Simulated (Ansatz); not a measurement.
**What Li interstitial (started 1.82 Å from the nearest host atom) does to LiCl**

Take a 16-atom supercell of LiCl in the rock salt structure (space group Fm-3m, No. 225; a = 5.150 Å) at its relaxed geometry as the base.

One thing is altered: a neutral Li interstitial (started 1.82 Å from the nearest host atom), atoms relaxed at fixed cell, starting from a slightly rattled geometry.

The values are results of DFT with PBE, PAW potentials and a 420 eV plane-wave cutoff in Ansatz (a program for electronic structure), no SOC, not measurements. Γ-centred 4×4×4 mesh, Fermi–Dirac width 0.01 eV.

```yaml
pressure: 3.5 GPa (base 0.0 GPa)
largest_displacement_of_a_host_atom_from_its_site_in_the_perfect_cell: 1.16 Å
final_site_of_the_added_atom: 3 Cl at 2.24 Å
```

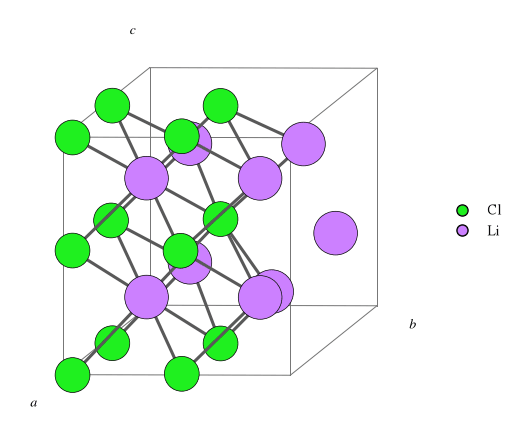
Figure: The relaxed cell after the change

The magnetic state is the one reached from the starting moments; the real material's order can differ, and small cells can't hold many antiferromagnetic ones. In so small a cell the defect repeats every few ångströms: this is an ordered compound, not a dilute defect. A case with no gap was solved on a k-mesh chosen for an insulator, which is coarse for it. The defect cell is spin-polarised and ends with 0.9 μB.
